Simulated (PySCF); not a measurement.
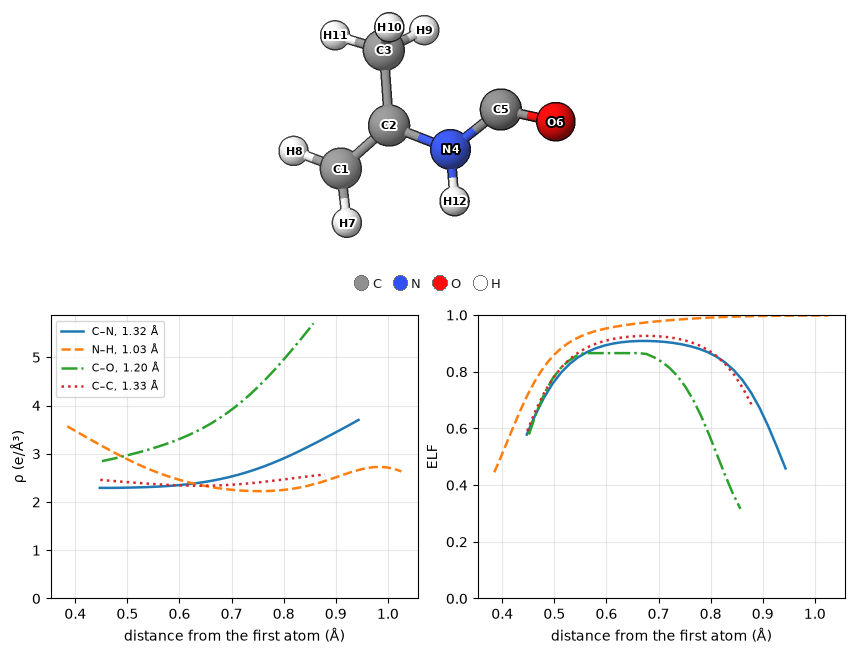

Figure. C4H6NO (SMILES C=C(C)N[C]=O) (doublet). Electron density and ELF along straight lines between neighbouring atoms. The curves leave out the atomic cores. The structure is drawn too.

Geometry: GFN2-xTB.

These are results of UKS B3LYP, pcH-1 on C H N O, non-relativistic, mean-field spin-orbit, GIAO (PySCF 2.14.0, density-fitted response routines), not measurements.

```
atom    x (Å)    y (Å)    z (Å)
   C  -1.2295  -0.8102  -0.8793
   C  -0.3155  -0.1373  -0.1914
   C  -0.5315   1.2119   0.4136
   N   0.9599  -0.6769   0.0164
   C   1.9208  -0.0638   0.6911
   O   3.0501  -0.3834   0.9553
   H  -1.0291  -1.7817  -1.2978
   H  -2.2104  -0.4084  -1.0456
   H   0.1865   1.9223   0.0069
   H  -0.3791   1.1663   1.4908
   H  -1.5377   1.5636   0.2095
   H   1.1168  -1.6031  -0.3955
```

**What can be read from the curves?**

C–N (1.32 Å): the density is about 2.4 e/Å³ at the midpoint; the ELF peaks at about 0.90 between the atoms: a covalent bond.
N–H (1.03 Å): ρ at the midpoint is about 2.8 e/Å³; the ELF climbs to about 1 towards the hydrogen, as it does in any bond to H (an ordinary covalent bond to hydrogen).
C–O (1.20 Å): ρ is about 3.3 e/Å³ halfway; the ELF peaks at about 0.85 between the atoms; a multiple bond.
C–C (1.33 Å): ρ at the midpoint is about 2.3 e/Å³; the ELF peaks at about 0.95 between the atoms; a multiple bond.
